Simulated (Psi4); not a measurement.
# CH7BSi2 (SMILES CB1[SiH2][SiH2]1) at CAM-B3LYP/6-31G(d) (spherical functions)

Aim: the vertical singlet–triplet gap of CH7BSi2 at CAM-B3LYP/6-31G* (spherical functions), from 2 runs. 

The results are computed with Psi4 1.11.

3 further runs of the same task are left out: 3 set aside as unsound or not needed. Runs told in other sessions of the task aren't counted.

## Step 1: The molecule

CH7BSi2 has 11 atoms, charge 0, and is taken as a singlet. SMILES: `CB1[SiH2][SiH2]1`. Geometry: relaxed at PBE0-D4/def2-TZVP.

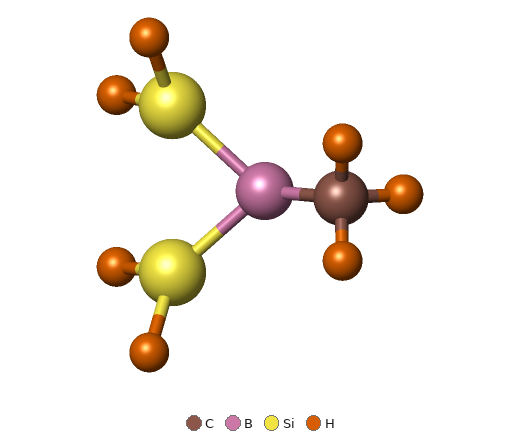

Viewed from a chosen angle; carbon brown, boron pink, silicon yellow, hydrogen orange.

## Step 2: A single-point energy at CAM-B3LYP/6-31G(d) (spherical functions)

The input, calc.py:

```python
import psi4

psi4.set_memory(2200000000)
psi4.set_num_threads(1)
psi4.core.set_output_file('output.dat', False)

molecule = psi4.geometry("""
C
B 1 1.56601
Si 2 1.90671 1 130.23951
Si 2 1.906658 1 130.23309 3 -120.77895
H 1 1.092438 2 114.13197 4 -123.68006
H 1 1.09861 5 106.23887 2 116.74559
H 1 1.092336 5 109.19011 6 114.19403
H 3 1.481943 2 124.29123 1 165.73059
H 3 1.489011 8 110.69604 4 -144.61722
H 4 1.48898 2 124.93817 1 11.18595
H 4 1.481994 10 110.70012 2 177.3169
units angstrom
symmetry c1
""")

options = {'reference': 'rks', 'puream': True, 'e_convergence': 1e-09, 'd_convergence': 1e-08, 'scf_type': 'pk', 'dft_radial_points': 99, 'dft_spherical_points': 590}
psi4.set_options(options)

result, w = psi4.energy('cam-b3lyp/6-31G*', molecule=molecule, return_wfn=True)
print('E =', round(result, 9))
```

Launch:

```bash
$ python calc.py
```

output.dat (excerpt; [...] marks lines left out):

```text
[...]
  Running in c1 symmetry.
[...]
  Nuclear repulsion =  181.476423086420567
[...]
  Multiplicity = 1
[...]
  Nalpha       = 23
  Nbeta        = 23
[...]
    Number of basis functions: 78
[...]
   @RKS iter   1:  -645.79420586549304   -4.64275e-01   7.12877e-03 ADIIS/DIIS
[...]
   @RKS iter  11:  -645.98804548284079   -2.62617e-11   9.27694e-09 DIIS
[...]
    Orbital Energies [Eh]
    ---------------------
    Doubly Occupied:
       1A    -66.182044     2A    -66.182026     3A    -10.229030
       4A     -6.817042     5A     -5.349542     6A     -5.349527
       7A     -3.709735     8A     -3.709628     9A     -3.706849
      10A     -3.706813    11A     -3.705072    12A     -3.705011
      13A     -0.777768    14A     -0.667170    15A     -0.569124
      16A     -0.499353    17A     -0.468015    18A     -0.464722
      19A     -0.441531    20A     -0.399401    21A     -0.396126
      22A     -0.307817    23A     -0.273250
[...]
  @RKS Final Energy:  -645.98804548284079
   => Energetics <=
    Nuclear Repulsion Energy =            181.4764230864205672
    One-Electron Energy =               -1251.9288718889308711
    Two-Electron Energy =                 464.8026745960129347
    DFT Exchange-Correlation Energy =     -40.3382712763433631
    Empirical Dispersion Energy =           0.0000000000000000
    VV10 Nonlocal Energy =                  0.0000000000000000
    Total Energy =                       -645.9880454828407892
[...]
 Multipole Moments:
 ------------------------------------------------------------------------------------
     Multipole            Electronic (a.u.)      Nuclear  (a.u.)        Total (a.u.)
 ------------------------------------------------------------------------------------
 L = 1.  Multiply by 2.5417464519 to convert [e a0] to [Debye]
 Dipole X            :          0.6818082           -0.6714766            0.0103317
 Dipole Y            :          0.3890063           -0.3826344            0.0063719
 Dipole Z            :          2.0981952           -2.2014142           -0.1032190
 Magnitude           :                                                    0.1039303
[...]
```

The script printed:

```text
E = -645.988045483
```

Run time: 16 s. Hardware: 1 thread of Intel Xeon 6975P-C (Granite Rapids), shared host; peak memory 1.5 GiB.

## Step 3: The triplet: energy and gradient at UCAM-B3LYP/6-31G(d) (spherical functions)

The input, ch7bsi2.dat:

```
memory 2.2 GB

molecule {
  0 3
  C     -0.263900     1.793500     0.099500
  B     -0.450600     0.243000    -0.016600
  Si     0.018800    -1.148600     1.199400
  Si     0.210300    -0.982900    -1.318800
  H      0.165600     2.121800     1.048800
  H     -1.271300     2.229100     0.051100
  H      0.301000     2.238000    -0.723000
  H     -0.479200    -2.541300     1.107000
  H      0.876900    -0.975400     2.403900
  H      1.239000    -0.662800    -2.346600
  H     -0.281200    -2.371200    -1.484200
  units angstrom
  symmetry c1
}

set {
  basis 6-31G*
  reference uks
  puream true
  e_convergence 1e-09
  d_convergence 1e-08
  scf_type pk
  dft_radial_points 99
  dft_spherical_points 590
  maxiter 100
}

result, w = gradient('cam-b3lyp', return_wfn=True)
print_variables()
```

Launch:

```bash
$ psi4 -n 1 ch7bsi2.dat ch7bsi2.out
```

ch7bsi2.out (excerpt; [...] marks lines left out):

```text
[...]
  Running in c1 symmetry.
[...]
  Nuclear repulsion =  181.476428428229070
[...]
  Multiplicity = 3
[...]
  Nalpha       = 24
  Nbeta        = 22
[...]
    Number of basis functions: 78
[...]
   @UKS iter   1:  -645.67027023602816   -3.40340e-01   7.41787e-03 ADIIS/DIIS
[...]
   @UKS iter  17:  -645.88151479771739   -1.27557e-10   7.11198e-09 DIIS
[...]
   @S^2 Observed:                2.008949429E+00
[...]
  @UKS Final Energy:  -645.88151479771739
   => Energetics <=
    Nuclear Repulsion Energy =            181.4764284282290703
    One-Electron Energy =               -1251.6737122777512923
    Two-Electron Energy =                 464.6747682942601614
    DFT Exchange-Correlation Energy =     -40.3589992424554040
    Empirical Dispersion Energy =           0.0000000000000000
    VV10 Nonlocal Energy =                  0.0000000000000000
    Total Energy =                       -645.8815147977173865
  UHF NO Occupations:
  HONO-2 :   22  A 1.9971914
  HONO-1 :   23  A 1.0000000
[...]
  -Total Gradient:
     Atom            X                  Y                   Z
    ------   -----------------  -----------------  -----------------
       1        0.021573153340    -0.009060890748     0.000968189306
       2        0.002434086083    -0.002234552863     0.000161688867
       3       -0.003614830858     0.004125439986    -0.017865484720
       4       -0.006204163184     0.001694247458     0.017387588423
       5       -0.002191227022     0.000551042384    -0.000055823562
       6       -0.000977889046    -0.008620401119    -0.000636118649
       7       -0.002213961566     0.000533805708    -0.000152982322
       8        0.005422962191     0.000349359593    -0.008980095432
       9       -0.009395850327     0.006500787262     0.003785311468
      10       -0.008798544257     0.007042696116    -0.004261710365
      11        0.003971046864    -0.000883369838     0.009649672245
[...]
```

Run time: 41 s. Hardware: 1 thread of Intel Xeon 6975P-C (Granite Rapids), shared host; peak memory 1.5 GiB.

## Step 4: Summary of results

At CAM-B3LYP/6-31G* (spherical functions):

| quantity | value |
| --- | --- |
| singlet: total energy | -645.98805 Eh |
| singlet: dipole moment | 0.26 D |
| singlet: HOMO energy | -7.44 eV |
| singlet: LUMO energy | -0.10 eV |
| singlet: HOMO–LUMO gap | 7.33 eV |
| triplet: total energy | -645.88151 Eh |
| triplet: dipole moment | 0.90 D |
| triplet: HOMO energy (highest over α and β) | -4.57 eV |
| triplet: LUMO energy (lowest over α and β) | -3.17 eV |
| triplet: ⟨S²⟩ | 2.009 |
| triplet: largest force on an atom | 1.204 eV/Å |
| vertical energy of the triplet above the singlet | 2.899 eV |

At this shape the triplet lies 2.90 eV (280 kJ/mol) above the singlet.
